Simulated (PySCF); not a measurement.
C8H13NSi (SMILES C[Si](C)(C)c1ccncc1)

The calculation's input:

```
{"job": {"xc": "PBE0", "basis": "pcSseg-1", "solvent": "chloroform", "kind": "nmr", "pop": true}, "charge": 0, "multiplicity": 1}
C     -1.354509     0.909449     1.847203
Si    -1.008301    -0.202131     0.335572
C     -2.272269     0.159821    -1.042633
C     -1.094487    -2.041873     0.833970
C      0.754101     0.165240    -0.284095
C      1.021683     0.628637    -1.569069
C      2.331180     0.873425    -1.949254
N      3.368633     0.691489    -1.150181
C      3.127135     0.251724     0.073703
C      1.855712    -0.022654     0.547664
H     -2.353759     0.738710     2.236342
H     -0.652191     0.714973     2.652185
H     -1.276062     1.962439     1.592616
H     -2.238345     1.199560    -1.353819
H     -2.095741    -0.455970    -1.919380
H     -3.282142    -0.044060    -0.700404
H     -0.389098    -2.271785     1.626831
H     -2.085756    -2.303262     1.191912
H     -0.865670    -2.692196    -0.005361
H      0.217042     0.797386    -2.267884
H      2.566804     1.233732    -2.943229
H      4.000210     0.114744     0.699948
H      1.721078    -0.380413     1.557442
```

Run with:

```sh
OMP_NUM_THREADS=1 python ens_run.py task.json out
```

Geometry: GFN2-xTB.

All numbers below come from PySCF 2.14.0, PBE0/pcSseg-1, SCF density, in a chloroform solvent model, non-relativistic.

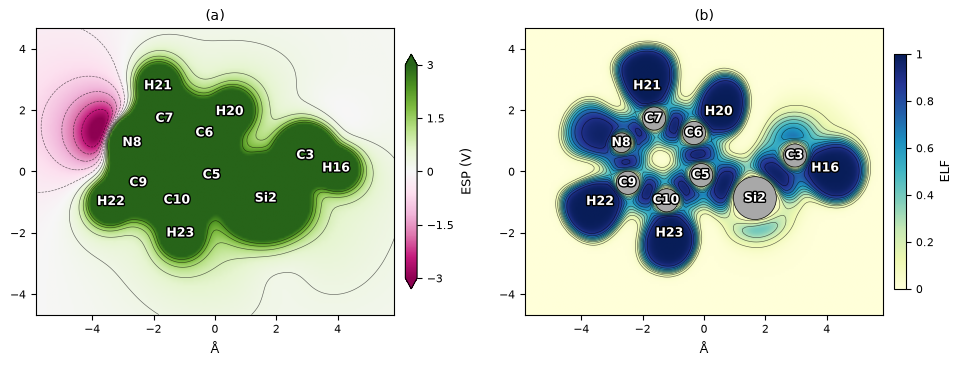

Figure 1. (a) molecular electrostatic potential; (b) electron localisation function on the plane of atoms N8, C9 and H22. Grey discs cover the atomic cores in the ELF map.

Describe what can be read from this map.

Answer. Atoms in the plane: Si, C, N and H.
C–N (1.32 Å): the ELF peaks at about 0.90 between the atoms (a covalent bond).
C–C (1.38 Å): the ELF peaks at about 0.95 between the atoms (localised, covalent bonding).
C–Si (1.90 Å): the ELF peaks at about 1 between the atoms, as expected for a shared electron pair.
C–H (1.08 Å): the ELF climbs to about 1 towards the hydrogen, as it does in any bond to H; a covalent bond by its length.
The ELF also peaks beside N8, away from the bonds: lone-pair regions.
Outside the dense part of the molecule the potential is most negative (−3.3 V) near N8.

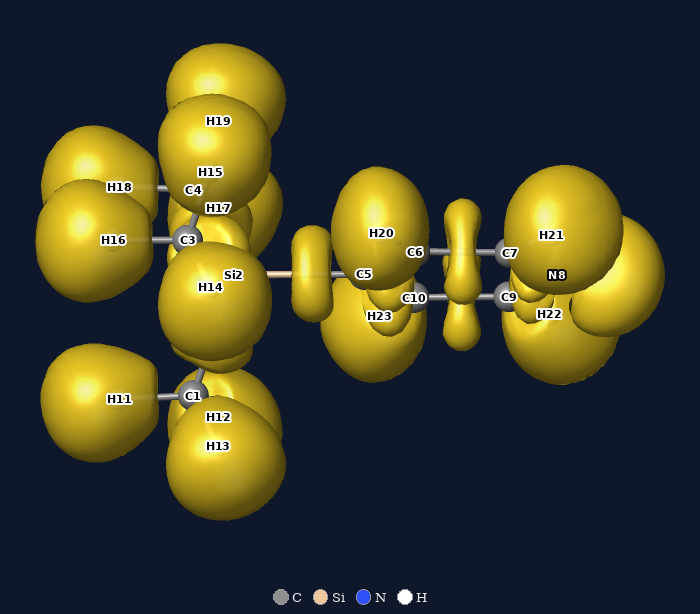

Figure 2. Isosurface of the ELF at 0.8 (yellow), seen from one side. Only the valence region is drawn (cores and ρ < 0.01 e/Å³ removed).

What do the ELF domains correspond to?

Answer. The ELF exceeds this value in four regions between bonded C–C atoms (shared pairs), two regions between bonded C–N atoms (shared pairs), four regions between bonded C–Si atoms (shared pairs), 13 regions around hydrogen nuclei and one lobe on N, pointing away from the bonds (lone pairs).

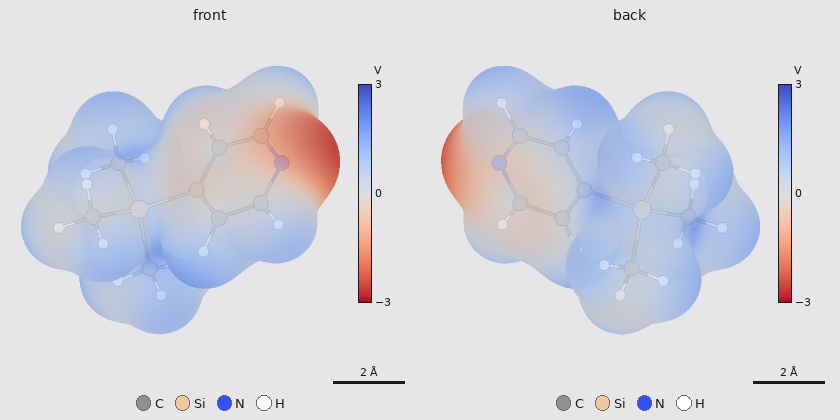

Figure 3. The molecular electrostatic potential painted on the density surface at 0.004 e/bohr³, seen from the front and from behind; red is negative and blue positive.

Which sites attract a positive test charge, and which a negative one?

Answer. A positive charge is drawn to the negative regions and a negative charge to the positive ones. The most negative region (about −2.5 V, or −58 kcal/mol for a unit charge) lies over N8, the most positive (about +1.6 V, or +37 kcal/mol for a unit charge) over Si2 and H23. N8 is the likeliest acceptor of a hydrogen bond.
